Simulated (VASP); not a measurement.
# A VASP study of Zr2Ir (PBEsol): structure first, properties next, part 3 of 5

Aim: relax Zr2Ir with PBEsol, compute its properties on that cell and hold them against experiment. The start is a computed cell from the Materials Project.

VASP 6.6.1; PBEsol; plane waves and PAW (Zr_sv, Ir).

So far. Step 4 (Single point with fields (PBEsol)): In this run the pressure is -0.05 GPa, small enough to go on. Step 5 (Band structure (PBEsol)): There is no gap at this level. The relaxed cell has a = 6.460, c = 5.667 Å (conventional setting).

### 6. Total and projected DOS (PBEsol)

Here the states are counted by energy and projected on the atoms. The mesh is finer than in the run before.

Contents of INCAR:

```
SYSTEM = Zr2Ir
PREC = Accurate
ENCUT = 400
EDIFF = 1E-06
NELM = 100
ISMEAR = -5
SIGMA = 0.2
LREAL = .FALSE.
ALGO = Normal
GGA = PS
NBANDS = 50
LASPH = .TRUE.
LORBIT = 11
LWAVE = .FALSE.
LCHARG = .FALSE.
KPAR = 4
NEDOS = 2001
```

Contents of POSCAR:

```
Zr2Ir
1.0
   -3.2299631517      3.2299631517      2.8333334384
    3.2299631517     -3.2299631517      2.8333334384
    3.2299631517      3.2299631517     -2.8333334384
Zr Ir
4 2
Direct
    0.6702729772      0.1702729772      0.8405459545
    0.3297270228      0.8297270228      0.1594540455
    0.8297270228      0.6702729772      0.5000000000
    0.1702729772      0.3297270228      0.5000000000
    0.7500000000      0.7500000000      0.0000000000
    0.2500000000      0.2500000000      0.0000000000
```

Contents of KPOINTS:

```
Automatic mesh
0
Gamma
8 8 8
0 0 0
```

The projector-augmented-wave data sets are Zr_sv and Ir (PBE family, release 64).

Run with:

```bash
mpirun -np 4 vasp_std
```

The program printed:

```text
[... set-up lines as in an earlier step ...]
 entering main loop
       N       E                     dE             d eps       ncg     rms          rms(c)
DAV:   1     0.603806923495E+03    0.60381E+03   -0.27992E+04  5900   0.109E+03
DAV:   2    -0.852144321999E+01   -0.61233E+03   -0.57467E+03  6056   0.372E+02
DAV:   3    -0.572117611719E+02   -0.48690E+02   -0.46722E+02  8896   0.902E+01
DAV:   4    -0.627776430092E+02   -0.55659E+01   -0.55114E+01  9312   0.250E+01
DAV:   5    -0.629925446230E+02   -0.21490E+00   -0.21502E+00  8590   0.468E+00    0.295E+01
DAV:   6    -0.605452880866E+02    0.24473E+01   -0.31790E+00  6292   0.913E+00    0.120E+01
DAV:   7    -0.600467064498E+02    0.49858E+00   -0.23649E+00  8860   0.811E+00    0.229E+00
DAV:   8    -0.600217461150E+02    0.24960E-01   -0.20636E-01  8636   0.237E+00    0.163E+00
DAV:   9    -0.600162549830E+02    0.54911E-02   -0.46513E-02  7900   0.143E+00    0.369E-01
DAV:  10    -0.600162263370E+02    0.28646E-04   -0.34803E-03  8208   0.358E-01    0.586E-02
DAV:  11    -0.600162247343E+02    0.16027E-05   -0.26631E-04  8326   0.636E-02    0.335E-02
DAV:  12    -0.600162347689E+02   -0.10035E-04   -0.88243E-05  7480   0.289E-02    0.206E-02
DAV:  13    -0.600162336091E+02    0.11597E-05   -0.75142E-06  6704   0.167E-02    0.798E-03
DAV:  14    -0.600162318737E+02    0.17355E-05   -0.22842E-06  3512   0.789E-03    0.134E-02
DAV:  15    -0.600162324285E+02   -0.55480E-06   -0.18922E-05  3222   0.577E-03    0.559E-03
DAV:  16    -0.600162318564E+02    0.57205E-06   -0.10094E-07  3192   0.216E-03
   1 F= -.60016232E+02 E0= -.60016232E+02  d E =0.000000E+00
 -----------------------------------------------------------------------------
|                                                                             |
|           W    W    AA    RRRRR   N    N  II  N    N   GGGG   !!!           |
|           W    W   A  A   R    R  NN   N  II  NN   N  G    G  !!!           |
|           W    W  A    A  R    R  N N  N  II  N N  N  G       !!!           |
|           W WW W  AAAAAA  RRRRR   N  N N  II  N  N N  G  GGG   !            |
|           WW  WW  A    A  R   R   N   NN  II  N   NN  G    G                |
|           W    W  A    A  R    R  N    N  II  N    N   GGGG   !!!           |
|                                                                             |
|     Tetrahedron method does not include variations of the Fermi             |
|     occupations, so forces and stress will be inaccurate. We suggest        |
|     using a different smearing scheme ISMEAR = 1 or 2 for metals in         |
|     relaxations.                                                            |
|                                                                             |
 -----------------------------------------------------------------------------
```

Wall time 90 s (4 MPI ranks of AMD EPYC 7R43, shared host); peak memory 1.2 GiB.

From OUTCAR (step 6):

```text
   k-points           NKPTS =     59   k-points in BZ     NKDIM =     59   number of bands    NBANDS=     50

   NELECT =      66.0000    total number of electrons

 E-fermi :   9.2649

 k-point     1 :       0.0000    0.0000    0.0000
  band No.  band energies     occupation
    ...
     27       7.2644      2.00000
     28       7.9374      2.00000
     29       8.5547      2.00000
     30       8.5547      2.00000
     31       8.9661      2.00000
     32       9.7086     -0.49147
     33       9.7086     -0.46117
     34       9.7242      0.00000
     35       9.7242      0.00000
     36       9.7399      0.00000
    ...

  Total       -0.1366289     -0.1366289      0.0654685      0.0000000      0.0000000      0.0000000
  in kB       -1.8514002     -1.8514002      0.8871357      0.0000000      0.0000000      0.0000000
  external PRESSURE =      -0.9385549 kB  Pullay stress =       0.0000000 kB

 POSITION                                       TOTAL-FORCE (eV/Angst)
 -----------------------------------------------------------------------------------
      1.09995      4.32991     -0.00000        -0.018655     -0.018655      0.000000
      2.13001     -1.09995      2.83333         0.018655      0.018655     -0.000000
      1.09995      2.13001      2.83333        -0.018655      0.018655      0.000000
      2.13001      1.09995      0.00000         0.018655     -0.018655      0.000000
      0.00000      0.00000      4.25000         0.000000     -0.000000      0.000000
      0.00000      0.00000      1.41667        -0.000000     -0.000000      0.000000
 -----------------------------------------------------------------------------------
    total drift:                                0.000000      0.000000     -0.000000

  FREE ENERGIE OF THE ION-ELECTRON SYSTEM (eV)
  ---------------------------------------------------
  free  energy   TOTEN  =       -60.0162318564 eV

  energy  without entropy=      -60.0162318564  energy(sigma->0) =      -60.01623186

[... 7 parts as in an earlier step ...]

[... 9 further parts left out ...]
```

With tetrahedra the forces and stress of a metal are not exact derivatives of the energy.

Numbers from this step:

* electronic steps: 16
* irreducible k points: 59
* free energy (TOTEN): -60.0162 eV
* Fermi energy: 9.265 eV
* pressure: -0.09386 GPa
* DOS at the Fermi level: 7.957 states/eV/cell

The density of states has structure finer than the step of the table below, so its rows give means over 1 eV, whole bins alone (the curve runs from -12.0 to 1.53 eV). Peaks (eV: height): total -3.7: 14.2, -3.2: 12.9, -0.5: 9.36, 0.1: 9.00; Ir d -3.7: 8.02, -3.2: 8.31, -2.8: 4.55, -1.9: 3.76; Zr d -0.5: 3.95, 0.1: 4.03, 0.5: 3.52, 1.3: 4.67; Ir p -2.8: 0.266, -0.5: 0.780, 0.1: 0.512, 0.8: 0.729; Zr p -3.7: 0.270, -0.7: 0.249, 0.1: 0.241, 0.8: 0.287.

States under -12.0 eV and over 1.5 eV are left out. The density of states by energy, zero at the Fermi level; means over each step; values in states/eV/cell:

```csv
energy (eV),total,Ir d,Zr d,Ir p,Zr p,Ir s,Zr s
-8,3.3e-5,0,0,0,0,1.2e-5,6.0e-6
-7,0.389,0.0381,0.0144,0.00437,0.00626,0.151,0.0432
-6,1.14,0.183,0.0633,0.0272,0.0318,0.420,0.0817
-5,3.05,1.22,0.347,0.0617,0.0429,0.400,0.181
-4,8.91,4.84,1.15,0.134,0.135,0.319,0.290
-3,7.32,4.53,0.826,0.158,0.148,0.140,0.0906
-2,5.15,2.38,0.915,0.221,0.104,0.0979,0.133
-1,4.60,0.593,1.71,0.354,0.129,0.0443,0.0912
0,6.44,0.747,2.80,0.429,0.189,0.0264,0.0497
1,6.07,0.769,2.94,0.373,0.159,0.0123,0.0308
```

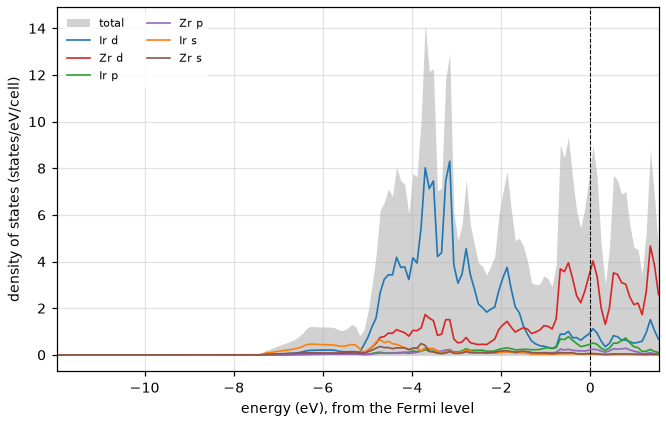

Density of states against energy.

The finer mesh and the other smearing move the Fermi level by +0.03 eV from the 5×5×5 run, a small shift, which tests the Fermi level alone. Of the states within 0.3 eV of the Fermi level, the largest shares in the PAW spheres are Zr d 44 %, Ir d 12 % and Ir p 6 %. The rest lies in smaller channels or between the spheres.

### 7. Vibrations at Γ (PBEsol)

Zone-centre modes test whether the atoms sit at a minimum within this cell. IBRION = 8 takes the force constants from linear response, which needs tightly converged orbitals.

Contents of INCAR:

```
SYSTEM = Zr2Ir
PREC = Accurate
ENCUT = 400
EDIFF = 1E-08
NELM = 100
ISMEAR = 1
SIGMA = 0.2
LREAL = .FALSE.
ALGO = Normal
GGA = PS
NBANDS = 40
LASPH = .TRUE.
LORBIT = 11
LWAVE = .FALSE.
LCHARG = .FALSE.
KPAR = 4
IBRION = 8
ISIF = 2
```

POSCAR is that of step 6.

Contents of KPOINTS:

```
Automatic mesh
0
Gamma
7 7 7
0 0 0
```

Run with:

```bash
mpirun -np 4 vasp_std
```

The program printed:

```text
[... set-up lines as in an earlier step ...]
 entering main loop
       N       E                     dE             d eps       ncg     rms          rms(c)
DAV:   1     0.647862762679E+03    0.64786E+03   -0.28952E+04  3200   0.136E+03
DAV:   2     0.173345838873E+01   -0.64613E+03   -0.62453E+03  3328   0.465E+02
DAV:   3    -0.574024930327E+02   -0.59136E+02   -0.56689E+02  5344   0.110E+02
DAV:   4    -0.626650816593E+02   -0.52626E+01   -0.52219E+01  4848   0.296E+01
DAV:   5    -0.629915378175E+02   -0.32646E+00   -0.32626E+00  5088   0.722E+00    0.295E+01
DAV:   6    -0.605387232787E+02    0.24528E+01   -0.34981E+00  3608   0.114E+01    0.118E+01
DAV:   7    -0.600214725258E+02    0.51725E+00   -0.24503E+00  4952   0.952E+00    0.215E+00
DAV:   8    -0.600244238902E+02   -0.29514E-02   -0.20585E-01  4632   0.216E+00    0.154E+00
DAV:   9    -0.600235173134E+02    0.90658E-03   -0.10629E-01  4768   0.220E+00    0.469E-01
DAV:  10    -0.600197658432E+02    0.37515E-02   -0.16593E-02  4432   0.827E-01    0.521E-02
DAV:  11    -0.600197942705E+02   -0.28427E-04   -0.82095E-04  4384   0.129E-01    0.333E-02
DAV:  12    -0.600197929058E+02    0.13647E-05   -0.96375E-05  4536   0.533E-02    0.145E-02
DAV:  13    -0.600197913903E+02    0.15155E-05   -0.93123E-06  4472   0.200E-02    0.288E-03
DAV:  14    -0.600197906807E+02    0.70954E-06   -0.65428E-07  5248   0.401E-03    0.124E-03
DAV:  15    -0.600197907017E+02   -0.20979E-07   -0.49522E-08  3624   0.141E-03    0.428E-04
DAV:  16    -0.600197906616E+02    0.40131E-07   -0.92850E-09  2552   0.685E-04    0.178E-04
DAV:  17    -0.600197906524E+02    0.92159E-08   -0.45111E-09  2448   0.395E-04
   1 F= -.60019791E+02 E0= -.60018371E+02  d E =-.425893E-02
 Linear response reoptimize wavefunctions to high precision
DAV:   1    -0.600197906385E+02    0.13885E-07   -0.22077E-09  2464   0.314E-04
DAV:   2    -0.600197906387E+02   -0.17189E-09   -0.11117E-09  2376   0.190E-04
DAV:   3    -0.600197906387E+02   -0.38199E-10   -0.63329E-10  2416   0.160E-04
 Linear response DOF=           4
 Linear response progress:
  Degree of freedom:   1/  4
       N       E                     dE             d eps       ncg     rms          rms(c)
RMM:   1    -0.758831929615E+00   -0.75883E+00    0.31808E+00  8356   0.108E+01
RMM:   2    -0.697216195760E+00    0.61616E-01   -0.31526E-01 13725   0.239E+00    0.230E-01
RMM:   3    -0.700028942256E+00   -0.28127E-02   -0.53928E-02 17441   0.802E-01    0.921E-02
RMM:   4    -0.701706958711E+00   -0.16780E-02   -0.51280E-03 19738   0.256E-01    0.559E-02
RMM:   5    -0.702189268433E+00   -0.48231E-03   -0.17052E-03 20691   0.133E-01    0.315E-02
RMM:   6    -0.702295026738E+00   -0.10576E-03   -0.31681E-04 20612   0.590E-02    0.165E-02
RMM:   7    -0.702182315643E+00    0.11271E-03   -0.15448E-04 21261   0.344E-02    0.106E-02
RMM:   8    -0.702151333415E+00    0.30982E-04   -0.72075E-05 20874   0.190E-02    0.194E-03
RMM:   9    -0.702145141824E+00    0.61916E-05   -0.50157E-05 22074   0.118E-02    0.992E-04
RMM:  10    -0.702142102675E+00    0.30391E-05   -0.38666E-05 21556   0.710E-03    0.550E-04
RMM:  11    -0.702145154190E+00   -0.30515E-05   -0.27796E-05 21704   0.518E-03    0.248E-04
RMM:  12    -0.702150364743E+00   -0.52106E-05   -0.21989E-05 21130   0.389E-03    0.187E-04
RMM:  13    -0.702153443484E+00   -0.30787E-05   -0.14901E-05 21442   0.308E-03    0.143E-04
RMM:  14    -0.702154798874E+00   -0.13554E-05   -0.11815E-05 21800   0.250E-03    0.167E-04
RMM:  15    -0.702151658796E+00    0.31401E-05   -0.90419E-06 19072   0.212E-03    0.304E-04
RMM:  16    -0.702159954101E+00   -0.82953E-05   -0.67232E-06 17759   0.199E-03    0.887E-05
RMM:  17    -0.702161153680E+00   -0.11996E-05   -0.49262E-06 20266   0.153E-03    0.693E-05
RMM:  18    -0.702162605824E+00   -0.14521E-05   -0.39335E-06 20641   0.130E-03    0.403E-05
RMM:  19    -0.702164042446E+00   -0.14366E-05   -0.28774E-06 20617   0.113E-03    0.262E-05
RMM:  20    -0.702163980436E+00    0.62010E-07   -0.23827E-06 21377   0.975E-04    0.262E-05
RMM:  21    -0.702164328788E+00   -0.34835E-06   -0.18447E-06 21247   0.865E-04    0.210E-05
RMM:  22    -0.702164676063E+00   -0.34727E-06   -0.12212E-06 21387   0.776E-04    0.199E-05
RMM:  23    -0.702164642098E+00    0.33965E-07   -0.10252E-06 21530   0.698E-04    0.318E-05
RMM:  24    -0.702165239688E+00   -0.59759E-06   -0.82482E-07 19676   0.646E-04    0.211E-05
RMM:  25    -0.702165225463E+00    0.14225E-07   -0.54579E-07 21440   0.583E-04    0.275E-05
RMM:  26    -0.702165460100E+00   -0.23464E-06   -0.37286E-07 20996   0.541E-04    0.239E-05
RMM:  27    -0.702165484615E+00   -0.24516E-07   -0.23089E-07 21880   0.499E-04    0.295E-05
RMM:  28    -0.702165487393E+00   -0.27778E-08   -0.15966E-07 21487   0.466E-04    0.338E-05
RMM:  29    -0.702165600247E+00   -0.11285E-06   -0.88493E-08 20891   0.439E-04    0.345E-05
RMM:  30    -0.702165609227E+00   -0.89796E-08   -0.13070E-07 21608   0.414E-04    0.379E-05
RMM:  31    -0.702165615868E+00   -0.66414E-08   -0.72827E-09 21232   0.392E-04    0.416E-05
 first order change of Fermi-energy   0.25055E+00
 force on displaced ion       1 direction 1 :  -6.435   1.610   0.000
 Linear response progress:
  Degree of freedom:   2/  4
       N       E                     dE             d eps       ncg     rms          rms(c)
RMM:   1    -0.758788004398E+00   -0.75879E+00    0.31845E+00  8742   0.106E+01
RMM:   2    -0.699557895110E+00    0.59230E-01   -0.30541E-01 13366   0.223E+00    0.228E-01
RMM:   3    -0.702820047455E+00   -0.32622E-02   -0.54080E-02 17039   0.744E-01    0.793E-02
RMM:   4    -0.704693581283E+00   -0.18735E-02   -0.47556E-03 18985   0.242E-01    0.432E-02
RMM:   5    -0.705296108420E+00   -0.60253E-03   -0.17135E-03 19278   0.130E-01    0.213E-02
RMM:   6    -0.705246312333E+00    0.49796E-04   -0.26113E-04 19876   0.531E-02    0.162E-02
RMM:   7    -0.705180791284E+00    0.65521E-04   -0.12126E-04 20619   0.308E-02    0.401E-03
RMM:   8    -0.705140865260E+00    0.39926E-04   -0.43524E-05 20739   0.144E-02    0.114E-03
RMM:   9    -0.705133205280E+00    0.76600E-05   -0.42880E-05 21579   0.877E-03    0.102E-03
RMM:  10    -0.705125887868E+00    0.73174E-05   -0.32648E-05 20941   0.521E-03    0.287E-04
RMM:  11    -0.705130981686E+00   -0.50938E-05   -0.26466E-05 21368   0.366E-03    0.126E-04
RMM:  12    -0.705134156430E+00   -0.31747E-05   -0.19222E-05 21344   0.258E-03    0.111E-04
RMM:  13    -0.705136315769E+00   -0.21593E-05   -0.14490E-05 20919   0.198E-03    0.846E-05
RMM:  14    -0.705140905967E+00   -0.45902E-05   -0.10567E-05 19249   0.165E-03    0.535E-05
RMM:  15    -0.705139125230E+00    0.17807E-05   -0.81824E-06 20285   0.130E-03    0.481E-05
RMM:  16    -0.705140423123E+00   -0.12979E-05   -0.65095E-06 20918   0.107E-03    0.220E-05
RMM:  17    -0.705141043307E+00   -0.62018E-06   -0.51798E-06 21324   0.894E-04    0.204E-05
RMM:  18    -0.705141342638E+00   -0.29933E-06   -0.42649E-06 21375   0.759E-04    0.218E-05
RMM:  19    -0.705141166837E+00    0.17580E-06   -0.34389E-06 21054   0.660E-04    0.404E-05
RMM:  20    -0.705141404127E+00   -0.23729E-06   -0.28746E-06 21085   0.584E-04    0.412E-05
RMM:  21    -0.705141970248E+00   -0.56612E-06   -0.23958E-06 20006   0.531E-04    0.307E-05
RMM:  22    -0.705142157731E+00   -0.18748E-06   -0.20388E-06 21275   0.476E-04    0.302E-05
RMM:  23    -0.705142193592E+00   -0.35860E-07   -0.17375E-06 21594   0.433E-04    0.346E-05
RMM:  24    -0.705142153619E+00    0.39973E-07   -0.15109E-06 21146   0.401E-04    0.401E-05
RMM:  25    -0.705142475692E+00   -0.32207E-06   -0.13053E-06 19450   0.380E-04    0.328E-05
RMM:  26    -0.705142519794E+00   -0.44102E-07   -0.11298E-06 21220   0.353E-04    0.338E-05
 first order change of Fermi-energy  -0.27363E-04
 force on displaced ion       1 direction 3 :   0.008   0.008  -7.233
 Linear response progress:
  Degree of freedom:   3/  4
       N       E                     dE             d eps       ncg     rms          rms(c)
RMM:   1    -0.204255231038E+00   -0.20426E+00   -0.16366E-01 15504   0.182E+00
RMM:   2    -0.202389305617E+00    0.18659E-02   -0.17391E-02 13319   0.479E-01    0.178E-01
RMM:   3    -0.202359213725E+00    0.30092E-04   -0.19942E-03 14635   0.140E-01    0.103E-01
RMM:   4    -0.202727544634E+00   -0.36833E-03   -0.77858E-04 16090   0.102E-01    0.190E-02
RMM:   5    -0.202821074099E+00   -0.93529E-04   -0.23046E-04 18479   0.386E-02    0.105E-02
RMM:   6    -0.202836948052E+00   -0.15874E-04   -0.39598E-05 19416   0.182E-02    0.473E-03
RMM:   7    -0.202839510356E+00   -0.25623E-05   -0.12684E-05 20970   0.956E-03    0.277E-03
RMM:   8    -0.202836126310E+00    0.33840E-05   -0.45955E-06 21153   0.538E-03    0.156E-03
RMM:   9    -0.202829790163E+00    0.63361E-05   -0.23898E-06 20992   0.315E-03    0.380E-04
RMM:  10    -0.202830600971E+00   -0.81081E-06   -0.19550E-06 21821   0.186E-03    0.274E-04
RMM:  11    -0.202830406604E+00    0.19437E-06   -0.73229E-07 21407   0.108E-03    0.139E-04
RMM:  12    -0.202830391272E+00    0.15332E-07   -0.51549E-07 21950   0.697E-04    0.608E-05
RMM:  13    -0.202830623930E+00   -0.23266E-06   -0.25751E-07 21288   0.459E-04    0.608E-05
RMM:  14    -0.202830741242E+00   -0.11731E-06   -0.23389E-07 21967   0.335E-04    0.254E-05
RMM:  15    -0.202830803221E+00   -0.61979E-07   -0.75136E-08 21587   0.254E-04    0.174E-05
RMM:  16    -0.202830814338E+00   -0.11117E-07   -0.73022E-08 21591   0.207E-04    0.605E-06
RMM:  17    -0.202830822488E+00   -0.81492E-08   -0.28856E-08 21924   0.178E-04    0.890E-06
 first order change of Fermi-energy  -0.69035E-04
 force on displaced ion       5 direction 1 :  -5.448   0.000   0.000
 Linear response progress:
  Degree of freedom:   4/  4
       N       E                     dE             d eps       ncg     rms          rms(c)
RMM:   1    -0.203715434943E+00   -0.20372E+00   -0.17333E-01  7973   0.180E+00
RMM:   2    -0.199412562005E+00    0.43029E-02   -0.15296E-02  6459   0.475E-01    0.137E-01
RMM:   3    -0.199546393307E+00   -0.13383E-03   -0.26811E-03  7735   0.146E-01    0.851E-02
RMM:   4    -0.199830943514E+00   -0.28455E-03   -0.67413E-04  8198   0.938E-02    0.129E-02
RMM:   5    -0.199869263501E+00   -0.38320E-04   -0.14525E-04  9659   0.316E-02    0.835E-03
RMM:   6    -0.199877752311E+00   -0.84888E-05   -0.25959E-05 10229   0.145E-02    0.579E-03
RMM:   7    -0.199878475016E+00   -0.72271E-06   -0.64615E-06  9735   0.907E-03    0.165E-03
RMM:   8    -0.199869608855E+00    0.88662E-05   -0.34109E-06 10901   0.449E-03    0.894E-04
RMM:   9    -0.199867510261E+00    0.20986E-05   -0.23775E-06 10787   0.217E-03    0.351E-04
RMM:  10    -0.199865607496E+00    0.19028E-05   -0.22388E-07 11188   0.118E-03    0.187E-04
RMM:  11    -0.199866154972E+00   -0.54748E-06   -0.83370E-07 10999   0.663E-04    0.991E-05
RMM:  12    -0.199866875496E+00   -0.72052E-06    0.15803E-08 11206   0.405E-04    0.312E-05
RMM:  13    -0.199866934596E+00   -0.59100E-07   -0.21589E-07 11123   0.262E-04    0.196E-05
RMM:  14    -0.199867006356E+00   -0.71761E-07   -0.41624E-08 11269   0.195E-04    0.109E-05
RMM:  15    -0.199867016703E+00   -0.10347E-07   -0.99924E-08 11232   0.159E-04    0.500E-06
RMM:  16    -0.199867020598E+00   -0.38949E-08   -0.69659E-08 11337   0.141E-04    0.456E-06
 first order change of Fermi-energy   0.10131E-03
 force on displaced ion       5 direction 3 :  -0.000  -0.000 -12.821
 Linear response finished
```

Run time: 22 min. Hardware: 4 MPI ranks; peak memory 2.7 GiB; 85 min of CPU time.

(Continued in part 4 of 5.)

[Lines on the potential files, build, host, timing and source positions are cut from VASP's logs without a mark.]

[Logs are printed without paths, hosts, clocks, repeated set-up lines and the standing remarks that a program may print on its own settings, such as how far it seeks lower states.]

[Hosts, paths, dates, database ids (printed as entryN), source tags and the programs' standing remarks are cut or masked in the printed files.]

[A measured line is paired with the nearest computed mode of its activity, which favours agreement.]
